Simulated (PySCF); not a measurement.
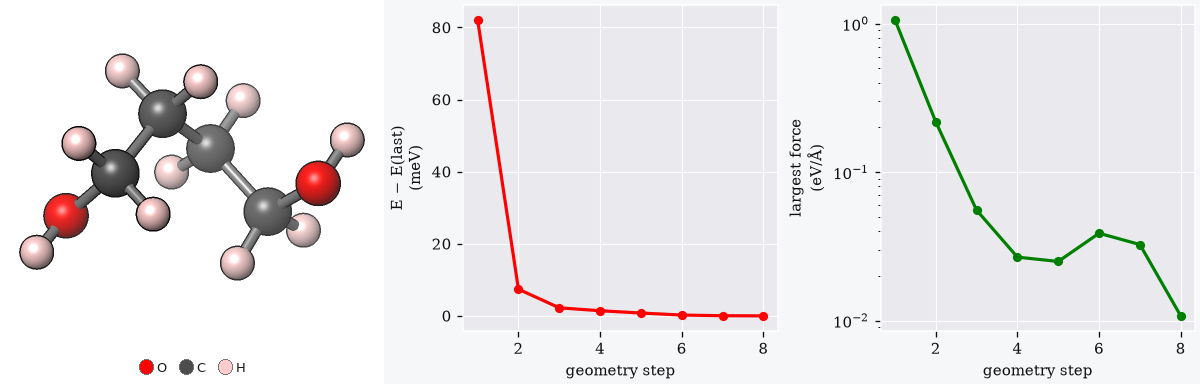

Beside the plot: the molecule at the start.

History of a geometry optimisation.

- system: 1,4-butanediol (SMILES OCCCCO)
- method: PBE0-D3(BJ)/def2-SVP, geometry optimisation in PySCF

How did it end, and what did it gain?

Answer. The optimisation met its thresholds at geometry 8, counting the start as the first. The energy fell by about 82 meV from the first step to the last. The largest force goes from about 1.1 eV/Å at the start to 0.011 eV/Å at the end.
